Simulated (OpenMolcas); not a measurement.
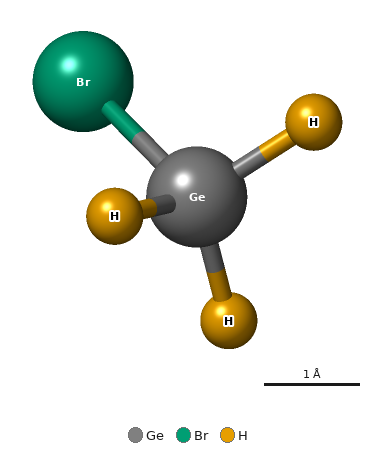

Fig. 1: The input geometry (ball-and-stick view, seen at a tilt). Sticks mark near contacts.

# GeH$_{3}$Br: single-point calculation

The run: single-point calculation of GeH$_{3}$Br. Method and program: HF/ANO-RCC-MB, RHF, DKH2 (OpenMolcas 26.06).

The geometry comes from this level: GFN2-xTB.

## The input
```
&GATEWAY
Coord
5
angstrom
Ge       0.135010       0.013270      -0.125310
Br      -1.515240      -0.149270       1.407440
H        0.126030       1.420170      -0.641380
H       -0.167870      -0.973790      -1.211440
H        1.422080      -0.310370       0.570690
Basis
ANO-RCC-MB
Group
NoSym
&SEWARD
&SCF
PrOrbitals
1 1
```

Hardware: 1 thread of Arm Neoverse V2, 24 GiB of memory available, shared host.

Run as:
```bash
export MOLCAS_MEM=1860
pymolcas step1.inp > step1.log
```

## The program's output
```
--- Start Module: gateway ---

                                              &GATEWAY

                       available to each process: 1.9 GB of memory, 1 thread

++    Symmetry information:
      ---------------------

                    Character Table for C1

                             E
                    a        1  x, y, xy, Rz, z, xz, Ry, yz, Rx, I
--

++    Basis set information:
      ----------------------

      Basis set label: GE.ANO-RCC...4S3P1D.

      Electronic valence basis set:
      ------------------
      Associated Effective Charge  32.000000 au
      Associated Actual Charge     32.000000 au
      Nuclear Model: Point charge

      Shell  nPrim  nBasis  Cartesian Spherical Contaminant
         s      20       4        X
         p      17       3        X
         d      11       1                 X

      Basis set label: BR.ANO-RCC...4S3P1D.

      Electronic valence basis set:
      ------------------
      Associated Effective Charge  35.000000 au
      Associated Actual Charge     35.000000 au
      Nuclear Model: Point charge

      Shell  nPrim  nBasis  Cartesian Spherical Contaminant
         s      20       4        X
         p      17       3        X
         d      11       1                 X

      Basis set label: H.ANO-RCC...1S.

      Electronic valence basis set:
      ------------------
      Associated Effective Charge   1.000000 au
      Associated Actual Charge      1.000000 au
      Nuclear Model: Point charge

      Shell  nPrim  nBasis  Cartesian Spherical Contaminant
         s       8       1        X
--

++    Molecular structure info:
      -------------------------

                    ************************************************
                    **** Cartesian Coordinates / bohr, angstrom ****
                    ************************************************

     Center  Label                x              y              z                     x              y              z
        1      GE1              0.255132       0.025077      -0.236802              0.135010       0.013270      -0.125310
        2      BR2             -2.863389      -0.282079       2.659676             -1.515240      -0.149270       1.407440
        3      H3               0.238162       2.683732      -1.212033              0.126030       1.420170      -0.641380
        4      H4              -0.317228      -1.840196      -2.289290             -0.167870      -0.973790      -1.211440
        5      H5               2.687342      -0.586514       1.078448              1.422080      -0.310370       0.570690

                    ***************************************
                    *    InterNuclear Distances / bohr    *
                    ***************************************

               1 GE1           2 BR2           3 H3            4 H4            5 H5
    1 GE1      0.000000
    2 BR2      4.267212        0.000000
    3 H3       2.831928        5.779774        0.000000
    4 H4       2.831881        5.779526        4.683468        0.000000
    5 H5       2.831884        5.779582        4.683940        4.684103        0.000000

                    *******************************************
                    *    InterNuclear Distances / angstrom    *
                    *******************************************

               1 GE1           2 BR2           3 H3            4 H4            5 H5
    1 GE1      0.000000
    2 BR2      2.258111        0.000000
    3 H3       1.498592        3.058525        0.000000
    4 H4       1.498567        3.058394        2.478385        0.000000
    5 H5       1.498569        3.058423        2.478634        2.478720        0.000000

                    **************************************
                    *    Valence Bond Angles / degree    *
                    **************************************
                          Atom centers                 Phi
                      3 H3       1 GE1      4 H4       111.57
                      3 H3       1 GE1      5 H5       111.58
                      4 H4       1 GE1      5 H5       111.59
--

            Nuclear Potential Energy            315.17374601 au

--- Stop Module: gateway /rc=_RC_ALL_IS_WELL_ ---

--- Start Module: seward ---

                                              &SEWARD

                       available to each process: 1.9 GB of memory, 1 thread

               SEWARD will generate:
                  Multipole Moment integrals up to order  2
                  Kinetic Energy integrals
                  Nuclear Attraction integrals (point charge)
                  One-Electron Hamiltonian integrals
                  Velocity integrals
                  Relativistic Douglas-Kroll-Hess integrals:
                    - Parametrization         : EXP
                    - DKH order of Hamiltonian: 2
                    - DKH order of Properties : 0
                         - multipole moment operators
                         - electric potential operators
                         - contact operators
                  Orbital angular momentum around ( -1.3120  -0.1293   1.2187 )
                  Velocity quadrupole around ( -1.3120  -0.1293   1.2187 )
                  Atomic mean-field integrals
                  Two-Electron Repulsion integrals

                   Integrals are discarded if absolute value <: 1.00E-14
                   Integral cutoff threshold is set to       <: 1.00E-16

            Nuclear Potential Energy            315.17374601 au

      Basis set specifications :
      Symmetry species         a
      Basis functions           39

--- Stop Module: seward /rc=_RC_ALL_IS_WELL_ ---
--- Module seward spent 3 seconds ---

--- Start Module: scf ---

                                                &SCF

                       available to each process: 1.9 GB of memory, 1 thread

++    Input section:
      --------------

      Header of the integral files:

      Cartesian coordinates in angstrom:
      -----------------------------------------------------
      No.  Label        X            Y            Z
      -----------------------------------------------------
       1   GE1        0.13501000   0.01327000  -0.12531000
       2   BR2       -1.51524000  -0.14927000   1.40744000
       3   H3         0.12603000   1.42017000  -0.64138000
       4   H4        -0.16787000  -0.97379000  -1.21144000
       5   H5         1.42208000  -0.31037000   0.57069000
      -----------------------------------------------------
      Nuclear repulsion energy =  315.17374601
--

++    Orbital specifications:
      -----------------------

      Symmetry species               1
                                     a
      Frozen orbitals                0
      Occupied orbitals             35
      Secondary orbitals             4
      Deleted orbitals               0
      Total number of orbitals      39
      Number of basis functions     39
--

      Molecular charge                           0.000

++    Optimization specifications:
      ----------------------------

      SCF Algorithm: Conventional
      Minimized density differences are used
      Number of density matrices in core                 5
      Maximum number of NDDO SCF iterations            400
      Maximum number of HF SCF iterations              400
      Threshold for SCF energy change             1.00E-09
      Threshold for density matrix                1.00E-04
      Threshold for Fock matrix                   1.50E-04
      Threshold for linear dependence             1.00E-09
      Threshold at which DIIS is turned on        1.50E-01
      Maximum depth in the DIIS procedure                5
      Maximum depth in the BFGS Hessian update          30
      Threshold at which QNR/C2DIIS is turned on  7.50E-02
      Threshold for Norm(delta) (QNR/C2DIIS)      1.00E-03
      All orbitals punched on: SCFORB
--

      Input vectors read from INPORB
      Orbital file label: *Guess orbitals

++ Convergence information
                                   SCF        iterations: Energy and convergence statistics

Iter     Tot. SCF        One-elec.       Two-elec.     Energy      Max Dij or  Max Fij      DNorm      TNorm      AccCon     Time
         Energy          Energy          Energy        Change      Delta Norm                                                in Sec.

 The total and one-electron energies are shifted by a value of      4000. a.u.

   1  -702.942292158 -3168.446582142  2150.330543969   0.00E+00    1.58E-01*   2.62E-01*    1.17E+01   4.04E+02   None         0.
   2  -703.015743860 -3172.760865874  2154.571375999  -7.35E-02*   1.66E-02*   1.04E-02*    8.22E-01   4.05E+02   EDIIS        0.
   3  -703.016548484 -3173.129304141  2154.939009642  -8.05E-04*   2.76E-03*   1.62E-03*    7.18E-02   4.05E+02   c2DIIS       0.
   4  -703.016582189 -3173.171269296  2154.980941092  -3.37E-05*   6.77E-04    2.73E-04*    8.52E-03   4.05E+02   QNRc2DIIS    0.
   5  -703.016583081 -3173.169278495  2154.978949398  -8.92E-07*   3.34E-04    9.21E-05     7.73E-04   4.05E+02   QNRc2DIIS    0.
   6  -703.016583188 -3173.168611976  2154.978282773  -1.07E-07*   1.01E-05    4.46E-06     5.03E-05   4.05E+02   QNRc2DIIS    0.
   7  -703.016583189 -3173.168608582  2154.978279379  -1.84E-10    7.80E-07    3.59E-07     1.60E-04   4.05E+02   QNRc2DIIS    0.

       Convergence after   7 Iterations
--

 *****************************************************************************************************************************
 *                                             SCF/KS-DFT Program, Final results                                             *
 *                                                       Final Results                                                       *
 *****************************************************************************************************************************

::    Total SCF energy                              -4703.0165831885
      One-electron energy                           -7173.1686085825
      Two-electron energy                            2154.9782793791
      Nuclear repulsion energy                        315.1737460149
      Kinetic energy (interpolated)                  5026.8509213669
      Virial theorem                                    0.9355790846
      Total spin, S(S+1)                                0.0000000000
      Total spin, S                                     0.0000000000
      Max non-diagonal density matrix element           0.0000009491
      Max non-diagonal Fock matrix element              0.0000000951

      All orbitals with orbital energies smaller than  E(LUMO)+0.5 are printed

++    Molecular orbitals:
      -------------------

      Title: SCF orbitals

      Molecular orbitals for symmetry species 1: a

          Orbital            1         2         3         4         5         6         7         8         9        10
          Energy         -498.0876 -410.9475  -67.0417  -58.9501  -58.9483  -58.9483  -53.5869  -46.6853  -46.6846  -46.6846
          Occ. No.          2.0000    2.0000    2.0000    2.0000    2.0000    2.0000    2.0000    2.0000    2.0000    2.0000

          Orbital           11        12        13        14        15        16        17        18        19        20
          Energy          -10.1571   -7.5601   -7.5186   -7.5072   -7.5072   -5.3710   -5.3685   -5.3685   -3.1261   -3.1214
          Occ. No.          2.0000    2.0000    2.0000    2.0000    2.0000    2.0000    2.0000    2.0000    2.0000    2.0000

          Orbital           21        22        23        24        25        26        27        28        29        30
          Energy           -3.1214   -3.1090   -3.1090   -1.7633   -1.7609   -1.7609   -1.7573   -1.7573   -1.0603   -0.8020
          Occ. No.          2.0000    2.0000    2.0000    2.0000    2.0000    2.0000    2.0000    2.0000    2.0000    2.0000

          Orbital           31        32        33        34        35        36        37        38        39
          Energy           -0.5483   -0.5483   -0.4857   -0.4261   -0.4261    0.1081    0.2797    0.3341    0.3343
          Occ. No.          2.0000    2.0000    2.0000    2.0000    2.0000    0.0000    0.0000    0.0000    0.0000

--

++    Molecular charges:
      ------------------

      Mulliken charges per centre and basis function type
      ---------------------------------------------------

                GE1     BR2     H3      H4      H5
      1s       2.0000  2.0000  1.0160  1.0160  1.0160
      2s       2.0000  2.0000  0.0000  0.0000  0.0000
      2px      2.0000  2.0000  0.0000  0.0000  0.0000
      2pz      2.0000  2.0000  0.0000  0.0000  0.0000
      2py      2.0000  2.0000  0.0000  0.0000  0.0000
      3s       1.9974  1.9933  0.0000  0.0000  0.0000
      3px      2.0000  2.0001  0.0000  0.0000  0.0000
      3pz      2.0000  2.0001  0.0000  0.0000  0.0000
      3py      2.0000  2.0000  0.0000  0.0000  0.0000
      4s       1.2570  1.9763  0.0000  0.0000  0.0000
      3d2+     1.9985  2.0000  0.0000  0.0000  0.0000
      3d1+     1.9991  2.0000  0.0000  0.0000  0.0000
      3d0      1.9997  2.0000  0.0000  0.0000  0.0000
      3d1-     1.9986  2.0000  0.0000  0.0000  0.0000
      3d2-     1.9998  2.0000  0.0000  0.0000  0.0000
      4px      0.7551  1.6391  0.0000  0.0000  0.0000
      4pz      0.7758  1.6854  0.0000  0.0000  0.0000
      4py      0.9043  1.9724  0.0000  0.0000  0.0000
      Total   31.6854 35.2667  1.0160  1.0160  1.0160

      N-E      0.3146 -0.2667 -0.0160 -0.0160 -0.0160

      Total electronic charge=   70.000000

      Total            charge=   -0.000000
--

++    Static properties:
      ------------------

      LoProp Charges per center

                   GE1      BR2      H3       H4       H5
      Nuclear     32.0000  35.0000   1.0000   1.0000   1.0000
      Electronic -31.7231 -35.1941  -1.0276  -1.0276  -1.0276

      Total        0.2769  -0.1941  -0.0276  -0.0276  -0.0276
--

++    Natural Bond Order analysis
      ---------------------------
      Based on LoProp computed density
      -------------------------------------------------------------------------------------
      Atom A       Atom B       Bond Order
      -------------------------------------------------------------------------------------
      NBO located      1.007 non-bonded electrons on atom GE1
      NBO located      1.004 non-bonded electrons on atom GE1
      NBO located      1.003 non-bonded electrons on atom GE1
      NBO located      0.998 non-bonded electrons on atom GE1
      NBO located      0.999 non-bonded electrons on atom GE1
      NBO located      0.999 non-bonded electrons on atom GE1
      NBO located      1.000 non-bonded electrons on atom GE1
      NBO located      1.000 non-bonded electrons on atom GE1
      NBO located      1.000 non-bonded electrons on atom GE1
      NBO located      1.000 non-bonded electrons on atom GE1
      NBO located      1.000 non-bonded electrons on atom GE1
      NBO located      1.000 non-bonded electrons on atom GE1
      NBO located      1.000 non-bonded electrons on atom GE1
      NBO located      1.000 non-bonded electrons on atom GE1
      NBO located      0.981 non-bonded electrons on atom BR2
      NBO located      1.009 non-bonded electrons on atom BR2
      NBO located      0.993 non-bonded electrons on atom BR2
      NBO located      1.000 non-bonded electrons on atom BR2
      NBO located      1.000 non-bonded electrons on atom BR2
      NBO located      1.000 non-bonded electrons on atom BR2
      NBO located      1.000 non-bonded electrons on atom BR2
      NBO located      1.000 non-bonded electrons on atom BR2
      NBO located      1.000 non-bonded electrons on atom BR2
      NBO located      1.000 non-bonded electrons on atom BR2
      NBO located      1.000 non-bonded electrons on atom BR2
      NBO located      1.000 non-bonded electrons on atom BR2
      NBO located      1.000 non-bonded electrons on atom BR2
      NBO located      1.000 non-bonded electrons on atom BR2
      NBO located      1.000 non-bonded electrons on atom BR2
      NBO located      1.000 non-bonded electrons on atom BR2
      The remaining    6.278 electrons are to be considered as diffuse
--

++    Molecular properties:
      ---------------------

      Charge (e):
                      =   -0.0000
      Dipole Moment (debye):
      Origin of the operator (angstrom)=   -0.6943   -0.0684    0.6449
                   X=  1.6505E+00               Y=  1.6245E-01               Z= -1.5326E+00           Total=  2.2582E+00
      Quadrupole Moment (debye*angstrom):
      Origin of the operator (angstrom)=   -0.6943   -0.0684    0.6449
                  XX= -4.0906E+01              XY=  2.9592E-02              XZ= -2.8013E-01              YY= -4.1206E+01
                  YZ= -2.7514E-02              ZZ= -4.0949E+01
      In traceless form (debye*angstrom)
                  XX=  1.7080E-01              XY=  4.4388E-02              XZ= -4.2020E-01              YY= -2.7820E-01
                  YZ= -4.1271E-02              ZZ=  1.0740E-01
--

--- Stop Module: scf /rc=_RC_ALL_IS_WELL_ ---

.##################.
.# Happy landing! #.
.##################.

    Timing: Wall=4.13 User=3.76 System=0.36
```

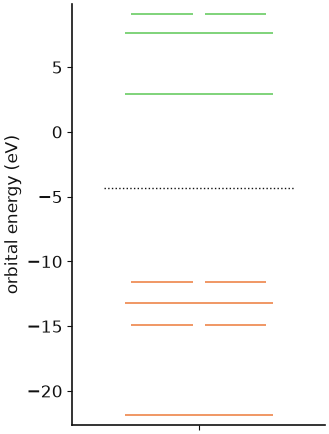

Fig. 2: Orbital energies near the frontier; the dotted line parts filled from empty levels, and levels within 0.02 eV of each other stand side by side. Highest filled −11.59 eV, lowest empty 2.94 eV, 14.53 eV apart.

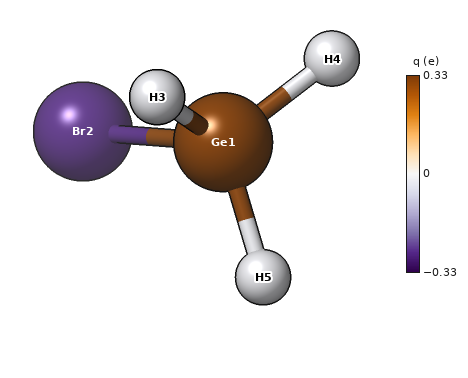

Fig. 3: Mulliken charges, as the colour of each atom (ball-and-stick view, seen at a tilt; atoms are numbered from 1 in the order of the input). By element: Ge +0.31, Br −0.27 and H −0.02 e.

## Summary

| quantity | value |
| --- | --- |
| outcome | converged |
| total energy | −4703.016583 hartree |
| basis functions | 39 |
| HOMO | −11.59 eV |
| LUMO | 2.94 eV |
| dipole moment | 2.26 debye |
| wall time | 4.5 s |
| peak memory | 0.41 GiB |
